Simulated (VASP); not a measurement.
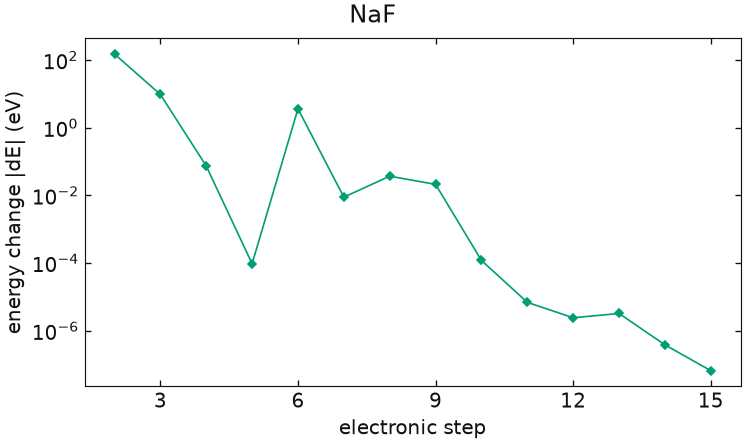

The plot shows the electronic steps of a calculation: energy change |dE|.

NaF (2 atoms in the cell), run with VASP.

INCAR
```
ENCUT = 520.000000
SIGMA = 0.010000
EDIFF = 1.00e-07
ALGO = Normal
METAGGA = R2SCAN
PREC = Accurate
IBRION = -1
ISIF = 2
ISMEAR = 0
NSW = 0
LASPH = .TRUE.
LCHARG = .FALSE.
LWAVE = .FALSE.
LREAL = .FALSE.
NBANDS = 47
MAXMIX = 5
NELM = 87
```

KPOINTS
```
KPOINTS created by Atomic Simulation Environment
0
Gamma
10 10 10
0 0 0
```

POSCAR
```
Na F
 1.0000000000000000
     0.0000000000000000    2.4010000772000000    2.4010000772000000
     2.4010000772000000    0.0000000000000000    2.4010000772000000
     2.4010000772000000    2.4010000772000000    0.0000000000000000
 Na  F
   1   1
Cartesian
  0.0000000000000000  0.0000000000000000  0.0000000000000000
  2.4010000772000000  2.4010000772000000  2.4010000772000000
```

Question: How did this run end?

Answer: The run converged; it took 15 steps. The energy change falls unevenly and jumps up by a factor of two or more twice on the way down, most sharply at step 6 (by about 5 orders of magnitude). The jump at step 6 comes where the charge density, held fixed for the first 5 steps, starts to be updated.
